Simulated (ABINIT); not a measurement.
**How the form of the self-energy moves the gap of Ba2ScCuO4 (P4/mmm)**

How much does the gap of Ba2ScCuO4 (P4/mmm) depend on the approximation to the self-energy?

Main program and level: ABINIT 10.8.3; PBEsol and many-body steps on it, plane waves.

In doubt: a PseudoDojo file used here is known to give poor structures and forces, which bears on pressures, cells, forces and phonons.

**1. The starting structure**

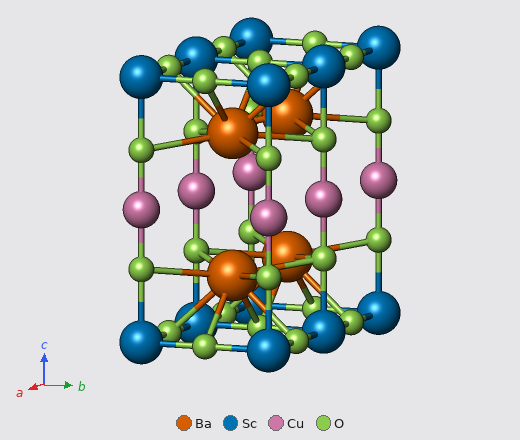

Start, viewed slightly off an axis; barium orange, scandium blue, copper pink, oxygen green. 2×1×1 cells are drawn. Some periodic images of atoms are drawn too.

The cell and positions are those that the Materials Project relaxed with its own functionals (PBE, PBE+U or r2SCAN), kept fixed. Spin-orbit coupling is left out unless a step names it.

**2. Empty states on the mesh, 2×2×1 mesh, 292 bands**

This step: ABINIT 10.8.3; DFT, PBEsol, plane waves, norm-conserving pseudopotentials.

The sums over transitions need many empty states on a uniform mesh; this step solves for them.

Contents of run.abi:

```
acell 3*1.0 Angstrom
rprim 
  4.176956000000 0.000000000000 0.000000000000
  0.000000000000 4.176956000000 0.000000000000
  0.000000000000 0.000000000000 8.078857000000
ntypat 4
znucl 56 21 29 8
natom 8
typat 1 1 2 3 4 4 4 4
xred 
  0.500000000000 0.500000000000 0.767977000000
  0.500000000000 0.500000000000 0.232023000000
  0.000000000000 0.000000000000 0.000000000000
  0.000000000000 0.000000000000 0.500000000000
  0.000000000000 0.500000000000 0.000000000000
  0.500000000000 0.000000000000 0.000000000000
  0.000000000000 0.000000000000 0.724671000000
  0.000000000000 0.000000000000 0.275329000000
pp_dirpath "pseudos"
pseudos "Ba.upf, Sc.upf, Cu.upf, O.upf"
ecut 42
ngkpt 2 2 1
nshiftk 1
shiftk 0 0 0
kptopt 1
chksymbreak 0
iscf -2
irdden 1
istwfk *1
nband 292
nbdbuf 26
tolwfr 1e-09
nstep 60
prtvol 0
indata_prefix "in"
outdata_prefix "out"
tmpdata_prefix "tmp"
```

On the command line:

```bash
$ OMP_NUM_THREADS=1 mpirun -n 4 abinit run.abi > log
```

Numbers of over 12 decimals in the logs are rounded to 6 here.

The program printed:

```text
.Version 10.8.3 of ABINIT. v10.8.2 released Aug 2026.

 Symmetries : space group P4/m m m (#123); Bravais tP (primitive tetrag.)
[... echo of the input left out ...]
== DATASET  1 ==================================================================
-   mpi_nproc: 4, omp_nthreads: 1 (-1 if OMP is not activated)
-    --> not optimal distribution: autoparal keyword recommended in input file <--

--- !DatasetInfo
iteration_state: {dtset: 1, }
dimensions: {natom: 8, nkpt: 3, mband: 292, nsppol: 1, nspinor: 1, nspden: 1, mpw: 12409, }
cutoff_energies: {ecut:  42.0, pawecutdg:  -1.0, }
[...]
2.91447    2.91447    2.91450    2.92273    2.92946    2.93156    2.93556    2.94402
   2.94743    2.97019    2.97019    2.98497    2.98499    3.01182    3.01229    3.03818
   3.03826    3.04182    3.04358    3.05081
 prteigrs : prtvol=0 or 1, do not print more k-points.

== END DATASET(S) ==============================================================
================================================================================

 -outvars: echo values of variables after computation  --------
            nband         292
             nkpt           3
          spgroup         123
 [... the other variables as echoed above ...]

 Calculation completed.
```

It took 2.8 min on 4 MPI ranks of Arm Neoverse V2, shared host; peak memory 0.55 GiB; 11 min of CPU time.

Numbers from this step:

```
gap                                                           : 1.956 eV
k of the valence top                                          : 0.5, 0.5, 0
k of the conduction bottom                                    : 0.5, 0, 0
least direct gap                                              : 1.995 eV
k points computed                                             : 3
lowest point of the top converged band, above the valence top : 70.0048 eV
```

On this mesh the gap is 1.956 eV.

The density comes from a self-consistent run that is not shown.

**3. Screening, 2×2×1 mesh, 130 bands, screening to 114.3 eV**

The RPA dielectric matrix is built and inverted for each q.

This step: RPA screening on PBEsol, plane waves, norm-conserving pseudopotentials.

run.abi, as its differences from that of step 2:

```diff
@@ -26,10 +26,11 @@
 chksymbreak 0
-iscf -2
-irdden 1
 istwfk *1
-nband 292
-nbdbuf 26
-tolwfr 1e-09
-nstep 60
-prtvol 0
+occopt 1
+irdwfk 1
+optdriver 3
+nband 130
+ecuteps 4.2
+inclvkb 2
+awtr 1
+symchi 1
 indata_prefix "in"
```

The program printed:

```text
.Version 10.8.3 of ABINIT. v10.8.2 released Aug 2026.

 Symmetries : space group P4/m m m (#123); Bravais tP (primitive tetrag.)
[... echo of the input left out ...]
== DATASET  1 ==================================================================
-   mpi_nproc: 4, omp_nthreads: 1 (-1 if OMP is not activated)

--- !DatasetInfo
iteration_state: {dtset: 1, }
dimensions: {natom: 8, nkpt: 3, mband: 130, nsppol: 1, nspinor: 1, nspden: 1, mpw: 12409, }
cutoff_energies: {ecut:  42.0, pawecutdg:  -1.0, }
electrons: {nelect:   7.40000000E+01, charge:   0.00000000E+00, occopt:   1.00000000E+00, tsmear:   1.00000000E-02, }

 SCREENING: Calculation of the susceptibility and dielectric matrices

 Based on a program developped by R.W. Godby, V. Olevano, G. Onida, and L. Reining.
 Incorporated in ABINIT by V. Olevano, G.-M. Rignanese, and M. Torrent.
.Using double precision arithmetic ; gwpc =  8

[... cell and pseudopotentials left out ...]
--------------------------------------------------------------------------------

 ==== K-mesh for the wavefunctions ====
 Number of points in the irreducible wedge :     3
[... list of points left out ...]
 Together with 16 symmetry operations and time-reversal symmetry
 yields     4 points in the full Brillouin Zone.

 ==== Q-mesh for the screening function ====
 Number of points in the irreducible wedge :     3
[... list of points left out ...]
 Together with 16 symmetry operations and time-reversal symmetry
 yields     4 points in the full Brillouin Zone.

 setmesh: FFT mesh size selected  =    32x   32x   60
          total number of points  =        61440

 vcoul_init : cutoff-mode = AUXILIARY_FUNCTION
 q-points for optical limit:   1
     1)      0.000010    0.000020    0.000030

- screening: taking advantage of time-reversal symmetry
- Maximum band index for partially occupied states nbvw = 37
- Remaining bands to be divided among processors   nbcw = 93
- Number of bands treated by each node ~23

 Number of electrons calculated from density =   74.0000; Expected =   74.0000
 average of density, n =  0.077797
 r_s =    1.4532
 omega_plasma =   26.9053 [eV]

 calculating chi0 at frequencies [eV] :
  1    0.000000E+00    0.000000E+00
  2    0.000000E+00    2.690533E+01

--------------------------------------------------------------------------------
  q-point number  1        q = ( 0.000000, 0.000000, 0.000000) [r.l.u.]
--------------------------------------------------------------------------------
[... chi0 elements left out ...]
 For q-point:  0.000010 0.000020 0.000030
  dielectric constant =   5.1966
  dielectric constant without local fields =   5.8361

  Average fulfillment of the sum rule on Im[epsilon] for q-point    1 :     47.17  [%]
[... wings left out ...]
  q-point number  2        q = ( 0.500000, 0.000000, 0.000000) [r.l.u.]
--------------------------------------------------------------------------------
[... chi0 elements left out ...]
  Average fulfillment of the sum rule on Im[epsilon] for q-point    2 :     49.43  [%]

 [... 1 further q-points ...]
```

Run time: 39 s. Hardware: 4 MPI ranks; peak memory 1.6 GiB; 2.6 min of CPU time.

Numbers from this step:

- ε∞ with local fields, on this mesh, along the program's q direction: 5.197
- the same without local fields: 5.836
- plasma frequency: 26.91 eV
- plane waves in the screening matrix: 379

Local fields lower ε∞ by 11 %. On a Γ-centred mesh this coarse the value itself is usually too large, while a short band sum pulls it down.

**4. G0W0, Godby-Needs plasmon pole**

The self-energy is evaluated for the states that the input lists, and the levels follow from it, in one-shot runs by the linearised quasiparticle equation.

This step: G0W0 on PBEsol, plane waves, norm-conserving pseudopotentials.

run.abi, as its differences from that of step 3:

```diff
@@ -29,8 +29,19 @@
 irdwfk 1
-optdriver 3
+optdriver 4
 nband 130
+gwcalctyp 0
+ecutsigx 42
+symsigma 1
+nkptgw 3
+kptgw 
+  0.5000000000 0.5000000000 0.0000000000
+  0.5000000000 0.0000000000 0.0000000000
+  0.0000000000 0.0000000000 0.0000000000
+bdgw 
+  36 39
+  36 39
+  36 39
 ecuteps 4.2
-inclvkb 2
-awtr 1
-symchi 1
+irdscr 1
+ppmodel 1
 indata_prefix "in"
```

The program printed:

```text
.Version 10.8.3 of ABINIT. v10.8.2 released Aug 2026.

 Symmetries : space group P4/m m m (#123); Bravais tP (primitive tetrag.)
[... echo of the input left out ...]
== DATASET  1 ==================================================================
-   mpi_nproc: 4, omp_nthreads: 1 (-1 if OMP is not activated)

--- !DatasetInfo
iteration_state: {dtset: 1, }
dimensions: {natom: 8, nkpt: 3, mband: 130, nsppol: 1, nspinor: 1, nspden: 1, mpw: 12409, }
cutoff_energies: {ecut:  42.0, pawecutdg:  -1.0, }
electrons: {nelect:   7.40000000E+01, charge:   0.00000000E+00, occopt:   1.00000000E+00, tsmear:   1.00000000E-02, }

 SIGMA: Calculation of the GW corrections

 Based on a program developped by R.W. Godby, V. Olevano, G. Onida, and L. Reining.
 Incorporated in ABINIT by V. Olevano, G.-M. Rignanese, and M. Torrent.
.Using double precision arithmetic ; gwpc =  8

[... cell and pseudopotentials left out ...]
--------------------------------------------------------------------------------

 ==== K-mesh for the wavefunctions ====
 Number of points in the irreducible wedge :     3
[... list of points left out ...]
 Together with 16 symmetry operations and time-reversal symmetry
 yields     4 points in the full Brillouin Zone.

 ==== Q-mesh for screening function ====
 Number of points in the irreducible wedge :     3
[... list of points left out ...]
 Together with 16 symmetry operations and time-reversal symmetry
 yields     4 points in the full Brillouin Zone.

 vcoul_init : cutoff-mode = AUXILIARY_FUNCTION
 q-points for optical limit:   1
     1)      0.000010    0.000020    0.000030
 setmesh: FFT mesh size selected  =    48x   48x   90
          total number of points  =       207360

 Number of electrons calculated from density =   74.0000; Expected =   74.0000
 average of density, n =  0.077797
 r_s =    1.4532
 omega_plasma =   26.9053 [eV]

 === KS Band Gaps ===
  >>>> For spin  1
   Minimum direct gap =   1.9952 [eV], located at k-point      :   0.5000  0.0000  0.0000
   Fundamental gap    =   1.9562 [eV], Top of valence bands at :   0.5000  0.5000  0.0000
                                       Bottom of conduction at :   0.5000  0.0000  0.0000
 SIGMA fundamental parameters:
 PLASMON POLE MODEL  1
 number of plane-waves for SigmaX                12409
 number of plane-waves for SigmaC and W            379
 number of plane-waves for wavefunctions         12409
 number of bands                                   130
 number of independent spin polarizations            1
 number of spinorial components                      1
 number of k-points in IBZ                           3
 number of q-points in IBZ                           3
 number of symmetry operations                      16
 number of k-points in BZ                            4
 number of q-points in BZ                            4
 number of frequencies for dSigma/dE                 9
 frequency step for dSigma/dE [eV]                0.25
 number of omega for Sigma on real axis              0
 max omega for Sigma on real axis  [eV]           0.00
 zcut for avoiding poles [eV]                     0.10

 EPSILON^-1 parameters (SCR file):
 dimension of the eps^-1 matrix on file            379
 dimension of the eps^-1 matrix used               379
 number of plane-waves for wavefunctions         12409
 number of bands                                   130
 number of q-points in IBZ                           3
 number of frequencies                               2
 number of real frequencies                          1
 number of imag frequencies                          1

 matrix elements of self-energy operator (all in [eV])

 Perturbative Calculation

--- !SelfEnergy_ee
iteration_state: {dtset: 1, }
kpoint     : [   0.500,    0.500,    0.000, ]
spin       : 1
KS_gap     :    2.491
QP_gap     :    3.382
Delta_QP_KS:    0.892
data: !SigmaeeData |
     Band     E0 <VxcDFT>   SigX SigC(E0)      Z dSigC/dE  Sig(E)    E-E0       E
       36   5.325 -25.764 -32.578   6.632   0.736  -0.358 -25.898  -0.133   5.192
       37   5.325 -25.764 -32.578   6.632   0.736  -0.358 -25.898  -0.133   5.192
       38   7.816 -10.010  -5.947  -3.143   0.824  -0.213  -9.252   0.759   8.574
       39   7.816 -10.010  -5.947  -3.143   0.824  -0.213  -9.252   0.759   8.574

--- !SelfEnergy_ee
iteration_state: {dtset: 1, }
kpoint     : [   0.500,    0.000,    0.000, ]
spin       : 1
KS_gap     :    1.995
QP_gap     :    2.764
Delta_QP_KS:    0.769
data: !SigmaeeData |
     Band     E0 <VxcDFT>   SigX SigC(E0)      Z dSigC/dE  Sig(E)    E-E0       E
       36   4.822 -26.669 -33.888   6.932   0.733  -0.365 -26.879  -0.210   4.612
       37   5.286 -25.135 -31.781   6.483   0.738  -0.355 -25.255  -0.120   5.166
[...]
--- !SelfEnergy_ee
iteration_state: {dtset: 1, }
kpoint     : [   0.000,    0.000,    0.000, ]
spin       : 1
KS_gap     :    2.402
QP_gap     :    3.745
Delta_QP_KS:    1.343
data: !SigmaeeData |
     Band     E0 <VxcDFT>   SigX SigC(E0)      Z dSigC/dE  Sig(E)    E-E0       E
[...]
37   5.102 -25.786 -32.614   6.627   0.736  -0.359 -25.933  -0.148   4.954
       38   7.504 -19.036 -15.069  -2.456   0.791  -0.265 -17.841   1.195   8.699
       39   8.620 -15.445  -8.319  -4.525   0.799  -0.251 -13.366   2.079  10.699

 New Fermi energy :        2.411143E-01 Ha ,    6.561054E+00 eV

 === QP Band Gaps ===
  >>>> For spin  1
   Minimum direct gap =   2.7644 [eV], located at k-point      :   0.5000  0.0000  0.0000
   Fundamental gap    =   2.7385 [eV], Top of valence bands at :   0.5000  0.5000  0.0000
                                       Bottom of conduction at :   0.5000  0.0000  0.0000

== END DATASET(S) ==============================================================
================================================================================

 -outvars: echo values of variables after computation  --------
           etotal      0.0000000000E+00
            nband         130
             nkpt           3
          spgroup         123
 [... the other variables as echoed above ...]

 Calculation completed.
```

Wall time 14 s (4 MPI ranks); peak memory 1 GiB.

This step gave:

- G0W0 gap on the points computed: 2.738 eV
- starting gap on the mesh: 1.956 eV
- k of the valence top: 0.5, 0.5, 0
- k of the conduction bottom: 0.5, 0, 0
- Z at the valence top: 0.736
- Z at the conduction bottom: 0.826
- least direct G0W0 gap on the computed points: 2.764 eV

The gap on the mesh goes from 1.96 eV to 2.74 eV, a correction of +0.78 eV.

**5. G0W0, Engel-Farid plasmon pole**

run.abi, as its differences from that of step 4:

```diff
@@ -45,3 +45,3 @@
 irdscr 1
-ppmodel 1
+ppmodel 4
 indata_prefix "in"
```

The program printed:

```text
.Version 10.8.3 of ABINIT. v10.8.2 released Aug 2026.

 Symmetries : space group P4/m m m (#123); Bravais tP (primitive tetrag.)
[... echo of the input left out ...]
== DATASET  1 ==================================================================
-   mpi_nproc: 4, omp_nthreads: 1 (-1 if OMP is not activated)

--- !DatasetInfo
iteration_state: {dtset: 1, }
dimensions: {natom: 8, nkpt: 3, mband: 130, nsppol: 1, nspinor: 1, nspden: 1, mpw: 12409, }
cutoff_energies: {ecut:  42.0, pawecutdg:  -1.0, }
electrons: {nelect:   7.40000000E+01, charge:   0.00000000E+00, occopt:   1.00000000E+00, tsmear:   1.00000000E-02, }

 SIGMA: Calculation of the GW corrections

 Based on a program developped by R.W. Godby, V. Olevano, G. Onida, and L. Reining.
 Incorporated in ABINIT by V. Olevano, G.-M. Rignanese, and M. Torrent.
.Using double precision arithmetic ; gwpc =  8

[... cell and pseudopotentials left out ...]
--------------------------------------------------------------------------------

 ==== K-mesh for the wavefunctions ====
 Number of points in the irreducible wedge :     3
[... list of points left out ...]
 Together with 16 symmetry operations and time-reversal symmetry
 yields     4 points in the full Brillouin Zone.

 ==== Q-mesh for screening function ====
 Number of points in the irreducible wedge :     3
[... list of points left out ...]
 Together with 16 symmetry operations and time-reversal symmetry
 yields     4 points in the full Brillouin Zone.

 vcoul_init : cutoff-mode = AUXILIARY_FUNCTION
 q-points for optical limit:   1
     1)      0.000010    0.000020    0.000030
 setmesh: FFT mesh size selected  =    48x   48x   90
          total number of points  =       207360

 Number of electrons calculated from density =   74.0000; Expected =   74.0000
[...]
Perturbative Calculation

--- !SelfEnergy_ee
iteration_state: {dtset: 1, }
kpoint     : [   0.500,    0.500,    0.000, ]
spin       : 1
KS_gap     :    2.491
QP_gap     :    3.308
Delta_QP_KS:    0.817
data: !SigmaeeData |
     Band     E0 <VxcDFT>   SigX SigC(E0)      Z dSigC/dE  Sig(E)    E-E0       E
       36   5.325 -25.764 -32.578   6.709   0.765  -0.307 -25.844  -0.080   5.245
       37   5.325 -25.764 -32.578   6.709   0.765  -0.307 -25.844  -0.080   5.245
       38   7.816 -10.010  -5.947  -3.180   0.835  -0.198  -9.273   0.737   8.553
[...]
--- !SelfEnergy_ee
iteration_state: {dtset: 1, }
kpoint     : [   0.500,    0.000,    0.000, ]
spin       : 1
KS_gap     :    1.995
QP_gap     :    2.701
Delta_QP_KS:    0.706
data: !SigmaeeData |
     Band     E0 <VxcDFT>   SigX SigC(E0)      Z dSigC/dE  Sig(E)    E-E0       E
[...]
--- !SelfEnergy_ee
iteration_state: {dtset: 1, }
kpoint     : [   0.000,    0.000,    0.000, ]
spin       : 1
KS_gap     :    2.402
QP_gap     :    3.788
Delta_QP_KS:    1.386
data: !SigmaeeData |
     Band     E0 <VxcDFT>   SigX SigC(E0)      Z dSigC/dE  Sig(E)    E-E0       E
[...]
38   7.504 -19.036 -15.069  -2.382   0.808  -0.238 -17.756   1.281   8.785
       39   8.620 -15.445  -8.319  -4.535   0.825  -0.212 -13.308   2.137  10.757

 New Fermi energy :        2.418091E-01 Ha ,    6.579960E+00 eV

 === QP Band Gaps ===
  >>>> For spin  1
   Minimum direct gap =   2.7014 [eV], located at k-point      :   0.5000  0.0000  0.0000
   Fundamental gap    =   2.6693 [eV], Top of valence bands at :   0.5000  0.5000  0.0000
                                       Bottom of conduction at :   0.5000  0.0000  0.0000

== END DATASET(S) ==============================================================
================================================================================

 -outvars: echo values of variables after computation  --------
           etotal      0.0000000000E+00
            nband         130
             nkpt           3
          spgroup         123
 [... the other variables as echoed above ...]

 Calculation completed.
```

Elapsed: 9.3 s, on 4 MPI ranks; peak memory 1.1 GiB.

This step gave:

```yaml
g0w0_gap_on_the_points_computed: 2.67 eV
starting_gap_on_the_mesh: 1.956 eV
k_of_the_valence_top: 0.5, 0.5, 0
k_of_the_conduction_bottom: 0.5, 0, 0
z_at_the_valence_top: 0.765
z_at_the_conduction_bottom: 0.835
least_direct_g0w0_gap_on_the_computed_points: 2.702 eV
```

Against G0W0 in ABINIT (2×2×1 mesh, 130 bands, screening to 114.3 eV, Godby-Needs plasmon pole), the gap moves by −0.068 eV.

**6. G0W0, von der Linden-Horsch plasmon pole**

run.abi, as its differences from that of step 5:

```diff
@@ -45,3 +45,3 @@
 irdscr 1
-ppmodel 4
+ppmodel 3
 indata_prefix "in"
```

The program printed:

```text
.Version 10.8.3 of ABINIT. v10.8.2 released Aug 2026.

 Symmetries : space group P4/m m m (#123); Bravais tP (primitive tetrag.)
[... echo of the input left out ...]
== DATASET  1 ==================================================================
-   mpi_nproc: 4, omp_nthreads: 1 (-1 if OMP is not activated)

--- !DatasetInfo
iteration_state: {dtset: 1, }
dimensions: {natom: 8, nkpt: 3, mband: 130, nsppol: 1, nspinor: 1, nspden: 1, mpw: 12409, }
cutoff_energies: {ecut:  42.0, pawecutdg:  -1.0, }
[...]
Minimum direct gap =   2.5978 [eV], located at k-point      :   0.5000  0.0000  0.0000
   Fundamental gap    =   2.5621 [eV], Top of valence bands at :   0.5000  0.5000  0.0000
                                       Bottom of conduction at :   0.5000  0.0000  0.0000

== END DATASET(S) ==============================================================
================================================================================

 -outvars: echo values of variables after computation  --------
           etotal      0.0000000000E+00
            nband         130
             nkpt           3
          spgroup         123
 [... the other variables as echoed above ...]

 Calculation completed.
```

It took 9.3 s on 4 MPI ranks; peak memory 1.1 GiB.

This step gave:

| Item | Value |
| --- | --- |
| G0W0 gap on the points computed | 2.562 eV |
| starting gap on the mesh | 1.956 eV |
| k of the valence top | 0.5, 0.5, 0 |
| k of the conduction bottom | 0.5, 0, 0 |
| least direct G0W0 gap on the computed points | 2.597 eV |

Against G0W0 in ABINIT (2×2×1 mesh, 130 bands, screening to 114.3 eV, Godby-Needs plasmon pole), the gap moves by −0.176 eV.

(Continued in part 2 of 2.)

[Paths, hosts, dates, memory and timing lines, banners, echoed tables and standing remarks are left out of the program output.]

[Logs are printed without paths, hosts, clocks, repeated set-up lines and the standing remarks that a program may print on its own settings, such as how far it seeks lower states.]

[Runs of the session that timed out or met a known fault of the program may be left out.]

[Hosts, paths, dates, database ids (printed as entryN), source tags and the programs' standing remarks are cut or masked in the printed files.]

[G0W0 gaps are taken among the corrected bands and points alone; a level outside them can change the order at an edge.]

[Where Ansatz stands beside ABINIT at settings called matched, ABINIT's density can come from a denser mesh and the files from another edition; pairs whose starting gaps differed by over 0.03 eV were left out, so agreement reads better than it is.]
